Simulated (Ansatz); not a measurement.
# FH3O2Si: the cost of one run

All numbers are computed with Ansatz 0.2.0 through its Python package. Level of theory: B3LYP+D3(BJ)/def2-SVP.

## Step 1: Starting point

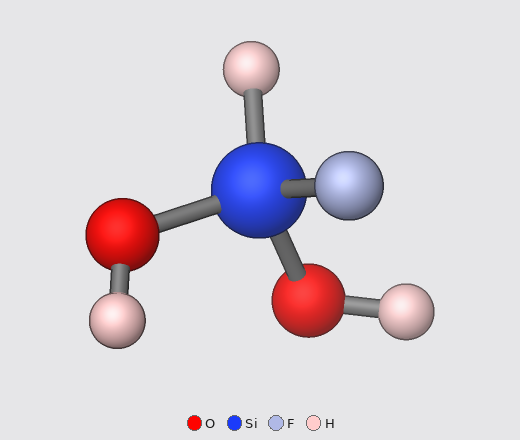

The structure that the script starts from, seen from a chosen angle (oxygen red, silicon blue, fluorine light blue, hydrogen pink).

No structure file is read: the coordinates are typed or built in the script.

## Step 2: Script

opt_fh3o2si.py reads:

```python
# -*- coding: utf-8 -*-
'''Geometry optimisation of FH3O2Si.'''

import itertools

import ansatz as az
from ase.data import atomic_numbers, covalent_radii
import numpy as np
import pandas as pd

BASIS_SET = 'def2-SVP'
XC = 'b3lyp'
VDW = 'd3bj'

geometry_ang = [
    ('O', (-0.1432, 0.3498, -1.3109)),
    ('Si', (-0.1716, -0.3607, 0.1445)),
    ('O', (1.327, -0.2831, 0.7445)),
    ('F', (-1.052, 0.4995, 1.1002)),
    ('H', (-1.0192, 0.8518, -1.5273)),
    ('H', (-0.64, -1.7353, 0.0235)),
    ('H', (1.7603, 0.61, 0.7797)),
]
molecule = az.Crystal.molecule()
for symbol, xyz in geometry_ang:
    molecule = molecule.atom(symbol, xyz)

base = (
    molecule.calculation()
    .basis(gaussian=BASIS_SET)
    .functional(XC, dispersion=VDW)
)
symbols = [site.symbol for site in molecule.cartesian_sites]
start = np.array([site.position_ang for site in molecule.cartesian_sites], dtype=float)
def progress(event):
    if event['event'] == 'relax_step':
        row = event['data']
        print(f'step {row["step"]:3d}  E = {row["lagrangian_ev"]:.6f} eV  largest force component {row["allowed_force_max_ev_ang"]:.4f} eV/A')


data = base.relax(force_tolerance=0.01).session().plan().execute(on_event=progress).report
end = np.array(data['positions_ang'])

for key in ('converged', 'free_energy_ev', 'reference_energy_ev', 'n_frozen', 'n_occupied', 'n_virtual'):
    print(f'{key:22s} {data[key]}')

# pairs closer than 1.2 times the sum of covalent radii, before or after
radius = [covalent_radii[atomic_numbers[s]] for s in symbols]
span = lambda where, i, j: np.linalg.norm(where[i] - where[j])
bonded = [(i, j) for i, j in itertools.combinations(range(len(symbols)), 2) if min(span(start, i, j), span(end, i, j)) < 1.2 * (radius[i] + radius[j])]
print('pair        before    after (A)')
for i, j in bonded:
    print(f'{symbols[i]}{i}-{symbols[j]}{j}'.ljust(10), f'{span(start, i, j):8.4f} {span(end, i, j):8.4f}')

charges = data['charge_distribution']
table = pd.DataFrame({'atom': symbols, 'mulliken': charges['mulliken_charges_e'], 'lowdin': charges['lowdin_charges_e']})
print(table.round(3).to_string())
print('dipole (e A):', np.round(charges['dipole_moment_e_ang'], 4) + 0.0)
with open('fh3o2si_opt.xyz', 'w') as handle:
    handle.write(f'{len(symbols)}\nrelaxed FH3O2Si\n')
    handle.writelines(f'{s:2s} {x:11.6f} {y:11.6f} {z:11.6f}\n' for s, (x, y, z) in zip(symbols, end))
```

## Step 3: What the engine is handed

The package turns the script's settings into the engine's input:

```yaml
crystal:
  periodic: [false, false, false]
  atoms:
    - { symbol: O, position_ang: [-0.1432, 0.3498, -1.3109] }
    - { symbol: Si, position_ang: [-0.1716, -0.3607, 0.1445] }
    - { symbol: O, position_ang: [1.327, -0.2831, 0.7445] }
    - { symbol: F, position_ang: [-1.052, 0.4995, 1.1002] }
    - { symbol: H, position_ang: [-1.0192, 0.8518, -1.5273] }
    - { symbol: H, position_ang: [-0.64, -1.7353, 0.0235] }
    - { symbol: H, position_ang: [1.7603, 0.61, 0.7797] }
basis:
  gaussian:
    orbitals: def2-SVP
hamiltonian:
  xc: b3lyp
  dispersion: d3bj
relax:
  f_tol: 0.01
```

## Step 4: Running it

On the command line:

```bash
$ python opt_fh3o2si.py
```

**Question.** How long does this script take on 1 thread of Arm Neoverse V1, shared host, and how much memory does it need?

About 25 s, with a peak of 0.25 GiB.
